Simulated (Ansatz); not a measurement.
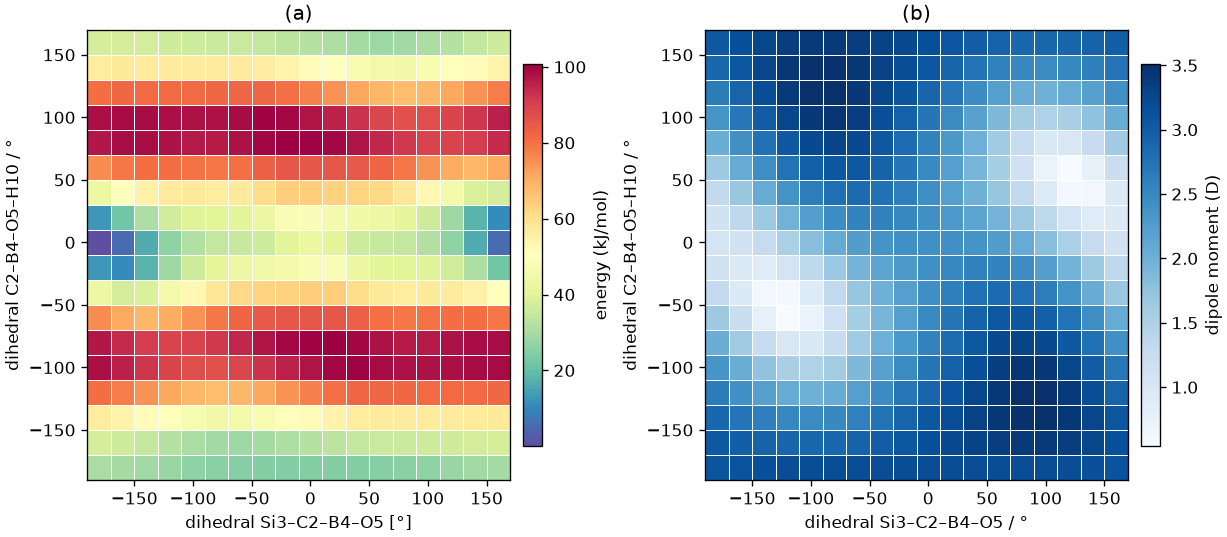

CH₅BO₂Si, SMILES O=C([SiH3])BO. First axis: dihedral Si3–C2–B4–O5. Second axis: dihedral C2–B4–O5–H10. Nothing is relaxed (all other coordinates rigid). Grid: 18 × 18 points. Points are written as (first, second). Energies: kJ/mol, counted from the relaxed molecule at the same level. Level of theory: RKS PBE0-D4/def2-SVP (Ansatz).

Panel (a) is the energy; panel (b) is the computed dipole moment, in D.

In the figure: one coloured cell a grid point.

Question: How does the dipole moment vary over the map, and what is it at the lowest grid point?

Answer: Leaving out the highest fifth of the energies, it runs from 0.54 D at (−120°, −60°) to 3.51 D at (80°, −120°). At the lowest grid point, (−180°, 0°), it is 1.08 D.

```csv
"dihedral C2–B4–O5–H10 ↓, dihedral Si3–C2–B4–O5 →",−180,−140,−100,−60,−20,20,60,100,140
160,3.04,3.26,3.40,3.35,3.23,3.08,2.92,2.88,2.93
120,2.65,3.18,3.51,3.42,3.09,2.70,2.23,2.00,2.21
80,2.03,2.76,3.23,3.23,2.83,2.31,1.64,0.99,1.27
40,1.31,2.06,2.63,2.83,2.62,2.23,1.70,0.93,0.64
0,1.08,1.27,1.82,2.26,2.42,2.42,2.26,1.81,1.27
−40,1.31,0.64,0.93,1.71,2.23,2.62,2.83,2.63,2.06
−80,2.03,1.27,0.99,1.64,2.31,2.83,3.23,3.23,2.76
−120,2.65,2.21,2.00,2.23,2.70,3.09,3.42,3.51,3.18
−160,3.04,2.93,2.88,2.92,3.08,3.23,3.35,3.40,3.26
```

The table holds every second grid line.
